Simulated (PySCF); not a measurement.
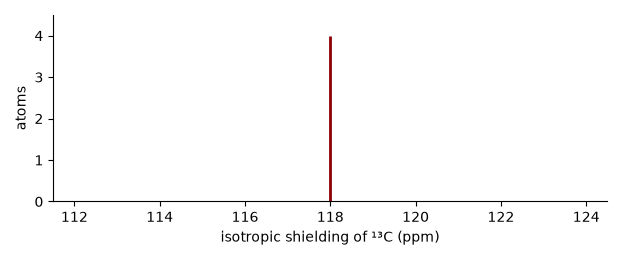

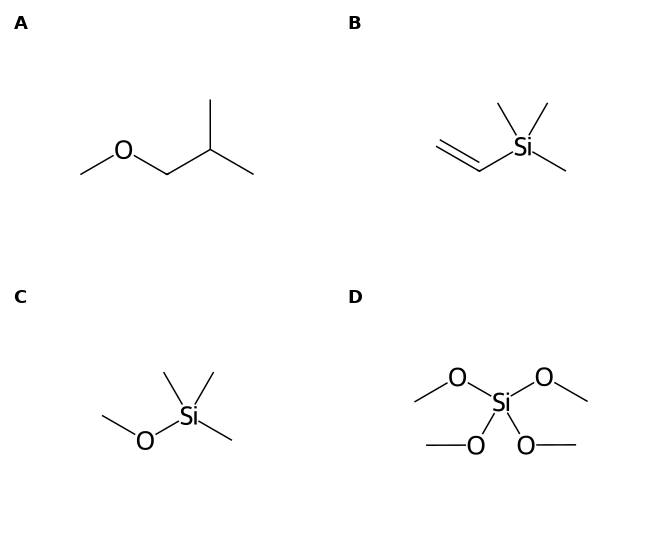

The sticks are computed shieldings of one of the molecules, for one fixed geometry (PBE0-D3(BJ)/def2-SVP) without averaging over rotations. Low shielding means a high chemical shift. Method: GIAO WP04/pcSseg-1 NMR shielding, non-relativistic, IEF-PCM chloroform (PySCF 2.14.0).

### Match the spectrum to a structure.

D, `CO[Si](OC)(OC)OC`. Its 4 C atoms give lines at 118.0 (4 atoms) ppm.
